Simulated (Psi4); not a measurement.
Geometry relaxation of C2Si (part 2 of 3)

The same run, continued: C2Si (Silicon dicarbide); r2SCAN/6-31G, RKS, dispersion D4 (Psi4 1.11). The geometry comes from this level: GFN2-xTB.

Geometry of the input (Å):
```
C  -1.1118  0.7375  -0.5228
C  -0.1352  0.0892  -0.0636
Si 1.2470  -0.8267  0.5864
```

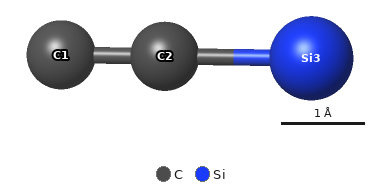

*The starting structure (ball-and-stick view, seen on its broad side; atoms are numbered from 1 in the order of the input).*

The program's output, continued
```
   @DF-RKS iter   0:  -362.22741982514401   -3.62227e+02   5.22340e-02
   @DF-RKS iter   1:  -363.32825221917182   -1.10083e+00   5.73664e-02 DIIS/ADIIS
   @DF-RKS iter   2:  -360.20574688786928    3.12251e+00   5.27225e-02 DIIS/ADIIS
   @DF-RKS iter   3:  -363.84686086646491   -3.64111e+00   4.66005e-02 DIIS/ADIIS
   @DF-RKS iter   4:  -363.54605873818394    3.00802e-01   3.64939e-02 DIIS/ADIIS
   @DF-RKS iter   5:  -365.19614782438509   -1.65009e+00   1.34449e-02 DIIS/ADIIS
   @DF-RKS iter   6:  -365.37785149797872   -1.81704e-01   3.46758e-03 DIIS/ADIIS
   @DF-RKS iter   7:  -365.38770252268921   -9.85102e-03   7.85628e-04 DIIS/ADIIS
   @DF-RKS iter   8:  -365.38865379810511   -9.51275e-04   2.60203e-04 DIIS/ADIIS
   @DF-RKS iter   9:  -365.38876624136350   -1.12443e-04   3.94393e-05 DIIS
   @DF-RKS iter  10:  -365.38876767844062   -1.43708e-06   1.04815e-05 DIIS
   @DF-RKS iter  11:  -365.38876778213137   -1.03691e-07   2.01475e-06 DIIS
   @DF-RKS iter  12:  -365.38876778849834   -6.36697e-09   1.57819e-07 DIIS
   @DF-RKS iter  13:  -365.38876778851386   -1.55183e-11   6.91463e-08 DIIS
   @DF-RKS iter  14:  -365.38876778851852   -4.66116e-12   1.84102e-09 DIIS
  Energy and wave function converged.

  ==> Post-Iterations <==

   Electrons on quadrature grid:
      Ntotal   =   26.0000002784 ; deviation = 2.784e-07

    Final Occupation by Irrep:
              A
    DOCC [    13 ]
    NA   [    13 ]
    NB   [    13 ]

  @DF-RKS Final Energy:  -365.38876778851852

   => Energetics <=

    Nuclear Repulsion Energy =             54.9606815215059328
    One-Electron Energy =                -611.2963451408575111
    Two-Electron Energy =                 222.4141541847840244
    DFT Exchange-Correlation Energy =     -31.4667435959213826
    Empirical Dispersion Energy =          -0.0005147580294825
    VV10 Nonlocal Energy =                  0.0000000000000000
    Total Energy =                       -365.3887677885185212

Computation Completed

Properties will be evaluated at   0.000000,   0.000000,   0.000000 [a0]

Properties computed using the SCF density matrix

 Multipole Moments:

 ------------------------------------------------------------------------------------
     Multipole            Electronic (a.u.)      Nuclear  (a.u.)        Total (a.u.)
 ------------------------------------------------------------------------------------

 L = 1.  Multiply by 2.5417464519 to convert [e a0] to [Debye]
 Dipole X            :         -0.6898998           -0.0123811           -0.7022809
 Dipole Y            :         -1.1433795           -0.0205247           -1.1639043
 Dipole Z            :          0.0000000            0.0000000            0.0000000
 Magnitude           :                                                    1.3593644

 ------------------------------------------------------------------------------------

	total time  =          3 seconds =       0.05 minutes

         ------------------------------------------------------------
                                   SCF GRAD
         ------------------------------------------------------------

  ==> Geometry <==

    Molecular point group: c1
    Full point group: Cs

    Geometry (in Angstrom), charge = 0, multiplicity = 1:

       Center              X                  Y                   Z               Mass
    ------------   -----------------  -----------------  -----------------  -----------------
         C            0.999524009343     1.656300131241    -0.000000000000    12.000000000000
         C            0.324499074563     0.538599644568    -0.000000000000    12.000000000000
         SI          -0.567906449166    -0.941447134198     0.000000000000    27.976926534650

  Nuclear repulsion =   54.960681521505933

   => Molecular Quadrature <=

    Radial Scheme          =       TREUTLER
    Pruning Scheme         =           NONE
    Nuclear Scheme         =       TREUTLER

    Blocking Scheme        =         OCTREE
    BS radius alpha        =              1
    Pruning alpha          =              1
    Radial Points          =             75
    Spherical Points       =            302
    Total Points           =          64657
    Total Blocks           =            555
    Max Points             =            254
    Max Functions          =             30
    Weights Tolerance      =       1.00E-15

  -Total Gradient:
     Atom            X                  Y                   Z
    ------   -----------------  -----------------  -----------------
       1       -0.000363985390    -0.000606617403     0.000000000000
       2       -0.000256586778    -0.000418029418     0.000000000000
       3        0.000496613281     0.000820625194    -0.000000000000

	total time  =          1 seconds =       0.02 minutes

    			-----------------------------------------

    			 OPTKING 3.0: for geometry optimizations

    			        with contributions from

    			-----------------------------------------

	                            ===> Fragment 1 <==

	 Z (Atomic Numbers)          Masses                          Geom
	       6.000000            12.000000          1.88882663  3.12995363 -0.00000000
	       6.000000            12.000000          0.61321438  1.01780582 -0.00000000
	      14.000000            27.976927         -1.07318765 -1.77907725  0.00000000

	 - Coordinate -           - BOHR/RAD -       - ANG/DEG -
	 R(1,2)           =         2.467459           1.305723
	 R(2,3)           =         3.265962           1.728273
	 L(1,2,3)         =         3.140872         179.958706
	 l(1,2,3)         =         3.141593         180.000000

	        --- Internal Coordinate Step in ANG or DEG, aJ/ANG or AJ/DEG ---
	-------------------------------------------------------------------------------
	           Coordinate      Previous         Force          Change          New
	           ----------      --------        ------          ------        ------
	               R(1,2)       1.30572        0.00517        0.00045       1.30617
	               R(2,3)       1.72827        0.00856        0.00193       1.73020
	             L(1,2,3)     179.95871        0.00000        0.00130     179.96001
	             l(1,2,3)     180.00000        0.00000        0.00000     180.00000
	-------------------------------------------------------------------------------

	                                 ==> Convergence Check <==

	Measures of convergence in internal coordinates in au.

	Criteria marked as inactive (o), active & met (*), and active & unmet ( ).

	----------------------------------------------------------------------------------------------
	   Step    Total Energy     Delta E     Max Force     RMS Force      Max Disp      RMS Disp
	----------------------------------------------------------------------------------------------
	  Convergence Criteria     1.00e-06 *    3.00e-04 *             o    1.20e-03 *             o
	----------------------------------------------------------------------------------------------
	     2    -365.38876779   -4.48e-03      1.04e-03      6.07e-04 o    3.65e-03      1.87e-03 o  ~
	----------------------------------------------------------------------------------------------

Next Geometry in Ang
	Fragment 1 (Ang)

	    C   1.0000051102   1.6571097196   0.0000000000
	    C   0.3247643375   0.5390180716  -0.0000000000
	   Si  -0.5686528130  -0.9426751496   0.0000000000

    Structure for next step:
    Molecular point group: c1
    Full point group: Cs

    Geometry (in Angstrom), charge = 0, multiplicity = 1:

    C            1.000234531262     1.657487193137    -0.000000000000
    C            0.324993758571     0.539395545098    -0.000000000000
    SI          -0.568423391980    -0.942297676129     0.000000000000

gradient() will perform analytic gradient computation.

  ==> Geometry <==

    Molecular point group: c1
    Full point group: Cs

    Geometry (in Angstrom), charge = 0, multiplicity = 1:

       Center              X                  Y                   Z               Mass
    ------------   -----------------  -----------------  -----------------  -----------------
         C            1.000234531262     1.657487193137    -0.000000000000    12.000000000000
         C            0.324993758571     0.539395545098    -0.000000000000    12.000000000000
         SI          -0.568423391980    -0.942297676129     0.000000000000    27.976926534650

  Running in c1 symmetry.

  Rotational constants: A = 7308368.65546  B =      0.20162  C =      0.20162 [cm^-1]
  Rotational constants: A = 219099380318.97998  B =   6044.29871  C =   6044.29854 [MHz]
  Nuclear repulsion =   54.915492721823071

  Charge       = 0
  Multiplicity = 1
  Electrons    = 26
  Nalpha       = 13
  Nbeta        = 13

   => Molecular Quadrature <=

    Radial Scheme          =       TREUTLER
    Pruning Scheme         =           NONE
    Nuclear Scheme         =       TREUTLER

    Blocking Scheme        =         OCTREE
    BS radius alpha        =              1
    Pruning alpha          =              1
    Radial Points          =             75
    Spherical Points       =            302
    Total Points           =          64657
    Total Blocks           =            556
    Max Points             =            254
    Max Functions          =             30
    Weights Tolerance      =       1.00E-15

   => Auxiliary Basis Set <=

  Basis Set: (6-31G AUX)
    Blend: CC-PVDZ-JKFIT
    Number of shells: 84
    Number of basis functions: 292
    Number of Cartesian functions: 292
    Spherical Harmonics?: false
    Max angular momentum: 3

  Cached 100.0% of DFT collocation blocks in 0.128 [GiB].

  Minimum eigenvalue in the overlap matrix is 4.1408510190E-03.
  Reciprocal condition number of the overlap matrix is 1.0885958050E-03.
    Using symmetric orthogonalization.

  ==> Iterations <==

                           Total Energy        Delta E     RMS |[F,P]|

   @DF-RKS iter   0:  -365.38783965127391   -3.65388e+02   1.34188e-04
   @DF-RKS iter   1:  -365.38876743138502   -9.27780e-04   1.92784e-05 DIIS
   @DF-RKS iter   2:  -365.38876481898404    2.61240e-06   6.00529e-05 DIIS
   @DF-RKS iter   3:  -365.38876763840716   -2.81942e-06   1.43308e-05 DIIS
   @DF-RKS iter   4:  -365.38876777534887   -1.36942e-07   3.37473e-06 DIIS
   @DF-RKS iter   5:  -365.38876778279348   -7.44461e-09   4.47073e-07 DIIS
   @DF-RKS iter   6:  -365.38876778297822   -1.84741e-10   1.92894e-08 DIIS
   @DF-RKS iter   7:  -365.38876778297890   -6.82121e-13   2.91045e-09 DIIS
  Energy and wave function converged.

  ==> Post-Iterations <==

   Electrons on quadrature grid:
      Ntotal   =   26.0000002694 ; deviation = 2.694e-07

    Orbital Energies [Eh]
    ---------------------

    Doubly Occupied:

       1A    -65.910188     2A    -10.097141     3A    -10.043218
       4A     -5.283884     5A     -3.627735     6A     -3.627735
       7A     -3.619809     8A     -0.722113     9A     -0.545430
      10A     -0.313820    11A     -0.283727    12A     -0.283727
      13A     -0.236460

    Virtual:

      14A     -0.154167    15A     -0.154167    16A      0.031569
      17A      0.031569    18A      0.070382    19A      0.160227
      20A      0.251084    21A      0.251084    22A      0.273981
      23A      0.456495    24A      0.587154    25A      0.587154
      26A      0.691261    27A      0.692950    28A      0.692950
      29A      0.801320    30A      0.973022    31A      1.248942

    Final Occupation by Irrep:
              A
    DOCC [    13 ]
    NA   [    13 ]
    NB   [    13 ]

  @DF-RKS Final Energy:  -365.38876778297890

   => Energetics <=

    Nuclear Repulsion Energy =             54.9154927218230711
    One-Electron Energy =                -611.2060525793540364
    Two-Electron Energy =                 222.3678842021033404
    DFT Exchange-Correlation Energy =     -31.4655774283177969
    Empirical Dispersion Energy =          -0.0005146992335210
    VV10 Nonlocal Energy =                  0.0000000000000000
    Total Energy =                       -365.3887677829789027

Computation Completed

Properties will be evaluated at   0.000000,   0.000000,   0.000000 [a0]

Properties computed using the SCF density matrix

 Multipole Moments:

 ------------------------------------------------------------------------------------
     Multipole            Electronic (a.u.)      Nuclear  (a.u.)        Total (a.u.)
 ------------------------------------------------------------------------------------

 L = 1.  Multiply by 2.5417464519 to convert [e a0] to [Debye]
 Dipole X            :         -0.6915639           -0.0123923           -0.7039563
 Dipole Y            :         -1.1461406           -0.0205433           -1.1666839
 Dipole Z            :         -0.0000000            0.0000000           -0.0000000
 Magnitude           :                                                    1.3626099

 ------------------------------------------------------------------------------------

	total time  =          2 seconds =       0.03 minutes

         ------------------------------------------------------------
                                   SCF GRAD
         ------------------------------------------------------------

  ==> Geometry <==

    Molecular point group: c1
    Full point group: Cs

    Geometry (in Angstrom), charge = 0, multiplicity = 1:

       Center              X                  Y                   Z               Mass
    ------------   -----------------  -----------------  -----------------  -----------------
         C            1.000234531262     1.657487193137    -0.000000000000    12.000000000000
         C            0.324993758571     0.539395545098    -0.000000000000    12.000000000000
         SI          -0.568423391980    -0.942297676129     0.000000000000    27.976926534650

  Nuclear repulsion =   54.915492721823071

   => Molecular Quadrature <=

    Radial Scheme          =       TREUTLER
    Pruning Scheme         =           NONE
    Nuclear Scheme         =       TREUTLER

    Blocking Scheme        =         OCTREE
    BS radius alpha        =              1
    Pruning alpha          =              1
    Radial Points          =             75
    Spherical Points       =            302
    Total Points           =          64657
    Total Blocks           =            556
    Max Points             =            254
    Max Functions          =             30
    Weights Tolerance      =       1.00E-15

  -Total Gradient:
     Atom            X                  Y                   Z
    ------   -----------------  -----------------  -----------------
       1       -0.000092164804    -0.000156387072     0.000000000000
       2        0.000071797857     0.000127000137    -0.000000000000
       3       -0.000099864177    -0.000168494667    -0.000000000000

	total time  =          0 seconds =       0.00 minutes

    			-----------------------------------------

    			 OPTKING 3.0: for geometry optimizations

    			        with contributions from

    			-----------------------------------------

	                            ===> Fragment 1 <==

	 Z (Atomic Numbers)          Masses                          Geom
	       6.000000            12.000000          1.89016933  3.13219685 -0.00000000
	       6.000000            12.000000          0.61414920  1.01930985 -0.00000000
	      14.000000            27.976927         -1.07416453 -1.78068454  0.00000000

	 - Coordinate -           - BOHR/RAD -       - ANG/DEG -
	 R(1,2)           =         2.468303           1.306170
	 R(2,3)           =         3.269613           1.730205
	 L(1,2,3)         =         3.140895         179.960008
	 l(1,2,3)         =         3.141593         180.000000

	        --- Internal Coordinate Step in ANG or DEG, aJ/ANG or AJ/DEG ---
	-------------------------------------------------------------------------------
	           Coordinate      Previous         Force          Change          New
	           ----------      --------        ------          ------        ------
	               R(1,2)       1.30617        0.00086        0.00007       1.30624
	               R(2,3)       1.73020       -0.00098       -0.00021       1.72999
	             L(1,2,3)     179.96001        0.00000        0.00119     179.96120
	             l(1,2,3)     180.00000        0.00000        0.00000     180.00000
	-------------------------------------------------------------------------------

	                                 ==> Convergence Check <==

	Measures of convergence in internal coordinates in au.

	Criteria marked as inactive (o), active & met (*), and active & unmet ( ).

	----------------------------------------------------------------------------------------------
	   Step    Total Energy     Delta E     Max Force     RMS Force      Max Disp      RMS Disp
	----------------------------------------------------------------------------------------------
	  Convergence Criteria     1.00e-06 *    3.00e-04 *             o    1.20e-03 *             o
	----------------------------------------------------------------------------------------------
	     3    -365.38876778    5.54e-09 *    1.19e-04 *    7.91e-05 o    4.04e-04 *    2.13e-04 o  ~
	----------------------------------------------------------------------------------------------

Next Geometry in Ang
	Fragment 1 (Ang)

	    C   1.0002162176   1.6574681551   0.0000000000
	    C   0.3249539345   0.5393096339  -0.0000000000
	   Si  -0.5683652542  -0.9421927269   0.0000000000

    Final optimized geometry and variables:
    Molecular point group: c1
    Full point group: Cs

    Geometry (in Angstrom), charge = 0, multiplicity = 1:

    C            1.000234531262     1.657487193137    -0.000000000000
    C            0.324993758571     0.539395545098    -0.000000000000
    SI          -0.568423391980    -0.942297676129     0.000000000000

  Variable Map:
  ----------------------------------------------------------------------------
  "CURRENT ENERGY"                                    =>    -365.388767782979
  "CURRENT REFERENCE ENERGY"                          =>    -365.388767782979
  "DD SOLVATION ENERGY"                               =>       0.000000000000
  "DFT FUNCTIONAL TOTAL ENERGY"                       =>    -365.388253083745
  "DFT TOTAL ENERGY"                                  =>    -365.388767782979
  "DFT VV10 ENERGY"                                   =>       0.000000000000
  "DFT XC ENERGY"                                     =>     -31.465577428318
  "DISPERSION CORRECTION ENERGY"                      =>      -0.000514699234
  "GRID ELECTRONS ALPHA"                              =>      13.000000134707
  "GRID ELECTRONS BETA"                               =>      13.000000134707
  "GRID ELECTRONS TOTAL"                              =>      26.000000269414
  "NUCLEAR REPULSION ENERGY"                          =>      54.915492721823
  "ONE-ELECTRON ENERGY"                               =>    -611.206052579354
  "OPTIMIZATION ITERATIONS"                           =>       3.000000000000
  "PCM POLARIZATION ENERGY"                           =>       0.000000000000
  "PE ENERGY"                                         =>       0.000000000000
  "R2SCAN-D4(BJ,EEQ)ATM DISPERSION CORRECTION ENERGY" =>      -0.000514699234
  "SCF ITERATION ENERGY"                              =>    -365.388767782979
  "SCF ITERATIONS"                                    =>       7.000000000000
  "SCF TOTAL ENERGY"                                  =>    -365.388767782979
  "TWO-ELECTRON ENERGY"                               =>     222.367884202103
  "XC GRID RADIAL POINTS"                             =>      75.000000000000
  "XC GRID SPHERICAL POINTS"                          =>     302.000000000000
  "XC GRID TOTAL POINTS"                              =>   64657.000000000000

  Array Variable Map:
  ----------------------------------------------------------------------------
  "-D GRADIENT"                                       =>       0.000005271938 ... 0.000000000000 3 by 3
  "CURRENT DIPOLE"                                    =>      -0.703956296715 ... -0.000000000000 1 by 3
  "CURRENT GRADIENT"                                  =>      -0.000092164804 ... -0.000000000000 3 by 3
  "DFT TOTAL GRADIENT"                                =>      -0.000092164804 ... -0.000000000000 3 by 3
  "DISPERSION CORRECTION GRADIENT"                    =>       0.000005271938 ... 0.000000000000 3 by 3
  "R2SCAN-D4(BJ,EEQ)ATM DISPERSION CORRECTION GRADIENT" =>       0.000005271938 ... 0.000000000000 3 by 3
  "SCF DIPOLE"                                        =>      -0.703956296715 ... -0.000000000000 1 by 3
  "SCF TOTAL ENERGIES"                                =>    -365.387839651274 ... -365.388767782979 1 by 8
  "SCF TOTAL GRADIENT"                                =>      -0.000092164804 ... -0.000000000000 3 by 3

    Psi4 run time: 0:00:12.99

[set-up sections that repeat, and orbital energies of the middle runs, are left out above]
```

Standard output
```
Optimizer: Optimization complete!
```
